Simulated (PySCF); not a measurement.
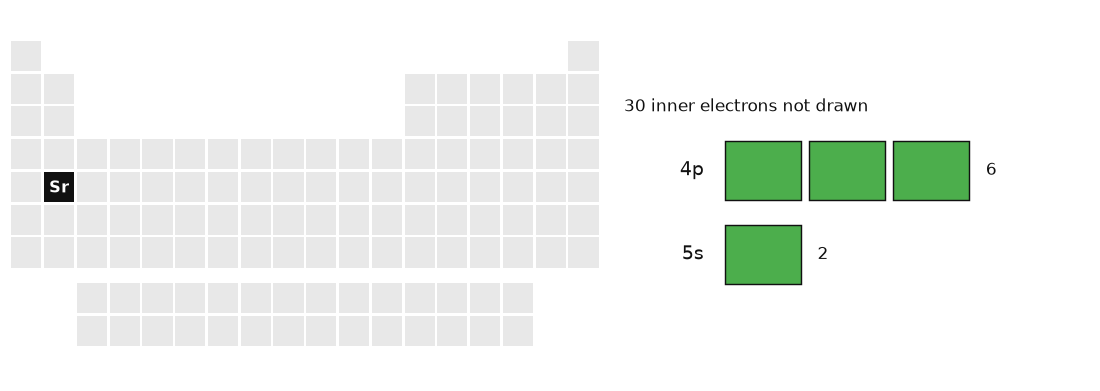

Figure 1. Left, the place of strontium in the periodic table; right, the outer shells of the nominal configuration: a box for each of the 2l + 1 orbitals, shaded by the share of the shell that is filled, with the electron count at the right.

Run report: Sr, atomic calculation

- system: Sr, configuration 1s2 2s2 2p6 3s2 3p6 3d10 4s2 4p6 5s2, multiplicity 1.
- method: unrestricted B3LYP, aug-cc-pVDZ-X2C, spin-free X2C-1e, Gaussian nucleus (PySCF)

**Input file**
```python
from pyscf import gto, scf, dft, mp, cc
import basis_set_exchange as bse
mol = gto.M(atom="Sr 0 0 0", charge=0, spin=0, symmetry="D2h",
            basis=gto.basis.parse(bse.get_basis("aug-cc-pVDZ-X2C", elements=["Sr"], fmt="nwchem", header=False)),
            nucmod="G")
mf = dft.UKS(mol, xc="B3LYP").sfx2c1e()
mf.irrep_nelec = {'Ag': (7, 7), 'B1g': (1, 1), 'B2g': (1, 1), 'B3g': (1, 1), 'B1u': (3, 3), 'B2u': (3, 3), 'B3u': (3, 3)}
mf.kernel()
```

The script is an equivalent of what the driver set up; the driver computed the properties (radii, ⟨L²⟩, response) afterwards. It also set what the script leaves out: max_cycle = 50, level_shift = 2.0, guess = atom. It held the occupations shell by shell, which the script's counts by irreducible representation don't always enforce.

Launched within a batch (the task file carries these settings):
```bash
OMP_NUM_THREADS=1 python <driver script> TASK.json OUT
```

**The program's output (extracts)**
```
damping factor = 0
level_shift factor = 2.0
DIIS = <class 'pyscf.scf.diis.CDIIS'>
diis_start_cycle = 1
diis_space = 10
diis_damp = 0
SCF conv_tol = 1e-09
SCF conv_tol_grad = None
number electrons alpha = 19  beta = 19
irrep_nelec {'Ag': (7, 7), 'B1g': (1, 1), 'B2g': (1, 1), 'B3g': (1, 1), 'B1u': (3, 3), 'B2u': (3, 3), 'B3u': (3, 3)}
XC functionals = B3LYP
    P. J. Stephens, F. J. Devlin, C. F. Chabalowski, and M. J. Frisch.,  J. Phys. Chem. 98, 11623 (1994)
alpha HOMO (Ag) = -0.15762225896019  LUMO (B1u) = 1.95358376171218
  HOMO = -0.15762225896  LUMO = 1.95358376171  gap/eV = 57.44884
cycle= 1 E= -3179.3063145262  delta_E= -0.00819  |g|= 0.0523  |ddm|= 0.285
alpha HOMO (Ag) = -0.15611977328473  LUMO (B1u) = 1.95505405467936
  HOMO = -0.156119773285  LUMO = 1.95505405468  gap/eV = 57.44797
cycle= 2 E= -3179.30770855997  delta_E= -0.00139  |g|= 0.0335  |ddm|= 0.176
alpha HOMO (Ag) = -0.153998567472313  LUMO (B1u) = 1.95693570322159
  HOMO = -0.153998567472  LUMO = 1.95693570322  gap/eV = 57.44145
cycle= 3 E= -3179.30849833251  delta_E= -0.00079  |g|= 0.0267  |ddm|= 0.14
alpha HOMO (Ag) = -0.151637192399503  LUMO (B1u) = 1.95902924483814
  HOMO = -0.1516371924  LUMO = 1.95902924484  gap/eV = 57.43416
cycle= 4 E= -3179.30904673823  delta_E= -0.000548  |g|= 0.0229  |ddm|= 0.124
alpha HOMO (Ag) = -0.146995307269761  LUMO (B1u) = 1.96306027840038
  HOMO = -0.14699530727  LUMO = 1.9630602784  gap/eV = 57.41754
cycle= 5 E= -3179.30946490797  delta_E= -0.000418  |g|= 0.0204  |ddm|= 0.115
alpha HOMO (Ag) = -0.146750718088396  LUMO (B1u) = 1.96344204826138
  HOMO = -0.146750718088  LUMO = 1.96344204826  gap/eV = 57.42127
cycle= 6 E= -3179.30980366856  delta_E= -0.000339  |g|= 0.0183  |ddm|= 0.107
alpha HOMO (Ag) = -0.145732304970871  LUMO (B1u) = 1.96429427601896
  HOMO = -0.145732304971  LUMO = 1.96429427602  gap/eV = 57.41675
cycle= 7 E= -3179.31007327442  delta_E= -0.00027  |g|= 0.0166  |ddm|= 0.0982
alpha HOMO (Ag) = -0.145421894183162  LUMO (B1u) = 1.96463982495083
  HOMO = -0.145421894183  LUMO = 1.96463982495  gap/eV = 57.41770
cycle= 8 E= -3179.3102943185  delta_E= -0.000221  |g|= 0.0151  |ddm|= 0.0905
alpha HOMO (Ag) = -0.145449024717931  LUMO (B1u) = 1.96470441897706
  HOMO = -0.145449024718  LUMO = 1.96470441898  gap/eV = 57.42020
cycle= 9 E= -3179.31047659123  delta_E= -0.000182  |g|= 0.0137  |ddm|= 0.083
alpha HOMO (Ag) = -0.145055300766828  LUMO (B1u) = 1.96513313333574
  HOMO = -0.145055300767  LUMO = 1.96513313334  gap/eV = 57.42115
cycle= 10 E= -3179.3106278513  delta_E= -0.000151  |g|= 0.0125  |ddm|= 0.0751
alpha HOMO (Ag) = -0.145092864477957  LUMO (B1u) = 1.96517807399794
  HOMO = -0.145092864478  LUMO = 1.965178074  gap/eV = 57.42340
cycle= 11 E= -3179.31075213464  delta_E= -0.000124  |g|= 0.0114  |ddm|= 0.0681
alpha HOMO (Ag) = -0.145107917772507  LUMO (B1u) = 1.96520494028592
  HOMO = -0.145107917772  LUMO = 1.96520494029  gap/eV = 57.42454
cycle= 12 E= -3179.31085602229  delta_E= -0.000104  |g|= 0.0104  |ddm|= 0.0624
alpha HOMO (Ag) = -0.14513728183773  LUMO (B1u) = 1.96522302794114
  HOMO = -0.145137281837  LUMO = 1.96522302794  gap/eV = 57.42583
cycle= 13 E= -3179.3109416414  delta_E= -8.56e-05  |g|= 0.00944  |ddm|= 0.0563
alpha HOMO (Ag) = -0.145188604952696  LUMO (B1u) = 1.96521995473953
  HOMO = -0.145188604953  LUMO = 1.96521995474  gap/eV = 57.42714
cycle= 14 E= -3179.31101262718  delta_E= -7.1e-05  |g|= 0.0086  |ddm|= 0.0509
alpha HOMO (Ag) = -0.145216189309372  LUMO (B1u) = 1.96522569894242
  HOMO = -0.145216189307  LUMO = 1.96522569894  gap/eV = 57.42805
cycle= 15 E= -3179.31107175913  delta_E= -5.91e-05  |g|= 0.00784  |ddm|= 0.0461
alpha HOMO (Ag) = -0.145237915808145  LUMO (B1u) = 1.96522904452276
  HOMO = -0.145237915801  LUMO = 1.96522904452  gap/eV = 57.42873
cycle= 16 E= -3179.31112098458  delta_E= -4.92e-05  |g|= 0.00715  |ddm|= 0.0417
alpha HOMO (Ag) = -0.145262598190067  LUMO (B1u) = 1.9652259250701
  HOMO = -0.145262598178  LUMO = 1.96522592507  gap/eV = 57.42932
cycle= 17 E= -3179.31116201647  delta_E= -4.1e-05  |g|= 0.00652  |ddm|= 0.0376
alpha HOMO (Ag) = -0.145280550883582  LUMO (B1u) = 1.9652299229499
  HOMO = -0.145280550863  LUMO = 1.96522992295  gap/eV = 57.42992
cycle= 18 E= -3179.31119628447  delta_E= -3.43e-05  |g|= 0.00595  |ddm|= 0.0339
alpha HOMO (Ag) = -0.145294745410811  LUMO (B1u) = 1.96523078783118
  HOMO = -0.145294745377  LUMO = 1.96523078774  gap/eV = 57.43032
cycle= 19 E= -3179.31122492182  delta_E= -2.86e-05  |g|= 0.00544  |ddm|= 0.0305
alpha HOMO (Ag) = -0.145309974991731  LUMO (B1u) = 1.96522930969884
  HOMO = -0.145309974929  LUMO = 1.96522930857  gap/eV = 57.43070
cycle= 20 E= -3179.3112488906  delta_E= -2.4e-05  |g|= 0.00497  |ddm|= 0.0274
alpha HOMO (Ag) = -0.145322618285967  LUMO (B1u) = 1.96522902225195
  HOMO = -0.145322618147  LUMO = 1.96522901707  gap/eV = 57.43104
cycle= 21 E= -3179.31126897995  delta_E= -2.01e-05  |g|= 0.00455  |ddm|= 0.0246
alpha HOMO (Ag) = -0.145331308776668  LUMO (B3u) = 1.96522941778873
  HOMO = -0.14533130853  LUMO = 1.96522940414  gap/eV = 57.43128
cycle= 22 E= -3179.31128584515  delta_E= -1.69e-05  |g|= 0.00416  |ddm|= 0.0221
alpha HOMO (Ag) = -0.145339239728884  LUMO (B3u) = 1.96522936107235
  HOMO = -0.145339239427  LUMO = 1.9652293391  gap/eV = 57.43150
cycle= 23 E= -3179.31130002794  delta_E= -1.42e-05  |g|= 0.00382  |ddm|= 0.0198
alpha HOMO (Ag) = -0.145347215690824  LUMO (B3u) = 1.96522877679339
  HOMO = -0.145347215356  LUMO = 1.96522871725  gap/eV = 57.43170
cycle= 24 E= -3179.31131196772  delta_E= -1.19e-05  |g|= 0.0035  |ddm|= 0.0178
alpha HOMO (Ag) = -0.145352702042236  LUMO (B3u) = 1.96522858822757
  HOMO = -0.14535270188  LUMO = 1.96522848488  gap/eV = 57.43184
cycle= 25 E= -3179.31132203788  delta_E= -1.01e-05  |g|= 0.00321  |ddm|= 0.0159
alpha HOMO (Ag) = -0.145358026012818  LUMO (B3u) = 1.96522807921359
  HOMO = -0.145358026013  LUMO = 1.96522789588  gap/eV = 57.43197
cycle= 26 E= -3179.31133054168  delta_E= -8.5e-06  |g|= 0.00295  |ddm|= 0.0143
alpha HOMO (Ag) = -0.145362332091024  LUMO (B3u) = 1.96522768720192
  HOMO = -0.145362332091  LUMO = 1.965227398  gap/eV = 57.43207
cycle= 27 E= -3179.31133773275  delta_E= -7.19e-06  |g|= 0.00271  |ddm|= 0.0128
alpha HOMO (Ag) = -0.145366132518527  LUMO (B3u) = 1.96522720176457
  HOMO = -0.145366132519  LUMO = 1.96522675807  gap/eV = 57.43216
cycle= 28 E= -3179.31134382156  delta_E= -6.09e-06  |g|= 0.00249  |ddm|= 0.0115
alpha HOMO (Ag) = -0.145368775267882  LUMO (B3u) = 1.96522719081284
  HOMO = -0.145368775268  LUMO = 1.96522674866  gap/eV = 57.43223
cycle= 29 E= -3179.31134898554  delta_E= -5.16e-06  |g|= 0.00229  |ddm|= 0.0103
alpha HOMO (Ag) = -0.145371678031275  LUMO (B3u) = 1.96522704450521
  HOMO = -0.145371678031  LUMO = 1.96522662469  gap/eV = 57.43231
cycle= 30 E= -3179.31135336832  delta_E= -4.38e-06  |g|= 0.0021  |ddm|= 0.00921
alpha HOMO (Ag) = -0.145373949011609  LUMO (B3u) = 1.96522668924851
  HOMO = -0.145373949012  LUMO = 1.96522617904  gap/eV = 57.43235
cycle= 31 E= -3179.31135709362  delta_E= -3.73e-06  |g|= 0.00194  |ddm|= 0.00825
alpha HOMO (Ag) = -0.145375776320972  LUMO (B3u) = 1.96522657504446
  HOMO = -0.145375776321  LUMO = 1.96522603623  gap/eV = 57.43240
cycle= 32 E= -3179.31136026384  delta_E= -3.17e-06  |g|= 0.00179  |ddm|= 0.00739
alpha HOMO (Ag) = -0.145377337642736  LUMO (B3u) = 1.9652265869817
  HOMO = -0.145377337558  LUMO = 1.9652260192  gap/eV = 57.43244
cycle= 33 E= -3179.31136296439  delta_E= -2.7e-06  |g|= 0.00165  |ddm|= 0.00662
alpha HOMO (Ag) = -0.145379044309676  LUMO (B3u) = 1.96522647538387
  HOMO = -0.145379042974  LUMO = 1.9652260297  gap/eV = 57.43249
cycle= 34 E= -3179.31136526672  delta_E= -2.3e-06  |g|= 0.00152  |ddm|= 0.00593
alpha HOMO (Ag) = -0.145380150783174  LUMO (B1u) = 1.96522653814968
  HOMO = -0.145380149117  LUMO = 1.96522619671  gap/eV = 57.43252
cycle= 35 E= -3179.31136723242  delta_E= -1.97e-06  |g|= 0.0014  |ddm|= 0.00532
alpha HOMO (Ag) = -0.145381041953467  LUMO (B1u) = 1.96522665316831
  HOMO = -0.14538104061  LUMO = 1.96522642295  gap/eV = 57.43255
cycle= 36 E= -3179.31136891241  delta_E= -1.68e-06  |g|= 0.00129  |ddm|= 0.00477
alpha HOMO (Ag) = -0.145381838962212  LUMO (B1u) = 1.96522668681095
  HOMO = -0.145381837929  LUMO = 1.96522648573  gap/eV = 57.43258
cycle= 37 E= -3179.31137034941  delta_E= -1.44e-06  |g|= 0.0012  |ddm|= 0.00428
alpha HOMO (Ag) = -0.145382526283702  LUMO (B1u) = 1.9652267114352
  HOMO = -0.1453825256  LUMO = 1.96522654077  gap/eV = 57.43260
cycle= 38 E= -3179.31137157966  delta_E= -1.23e-06  |g|= 0.0011  |ddm|= 0.00384
alpha HOMO (Ag) = -0.145383145482501  LUMO (B1u) = 1.96522671491143
  HOMO = -0.145383145125  LUMO = 1.96522657462  gap/eV = 57.43262
cycle= 39 E= -3179.31137263372  delta_E= -1.05e-06  |g|= 0.00102  |ddm|= 0.00345
alpha HOMO (Ag) = -0.145383855736259  LUMO (B2u) = 1.96522659304959
  HOMO = -0.145383855736  LUMO = 1.96522659305  gap/eV = 57.43264
cycle= 40 E= -3179.31137353726  delta_E= -9.04e-07  |g|= 0.000944  |ddm|= 0.0031
alpha HOMO (Ag) = -0.145384340696916  LU
```

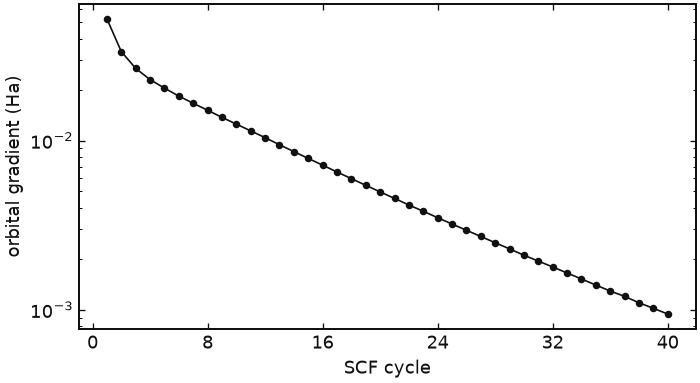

Figure 2. Convergence: orbital gradient against the SCF cycle. The residual is still falling at the last step (down to 9 × 10⁻⁴), so the run was stopped before it reached the threshold. It goes from 0.052 to 0.00094 in 40 steps.

**What the run reported**

```
      quantity                                                                 value
       outcome                                                         not converged
  total energy                                                    −3179.3114 hartree
SCF iterations                                                                    50
      hardware  1 thread of Arm Neoverse N1, 40 GiB of memory available, shared host
     wall time                                                                 9.8 s
```

**What went wrong**

The run did not meet its convergence test in 50 iterations, so its last values are not results. Caveats: level shift left on, which raises the virtual orbital energies.
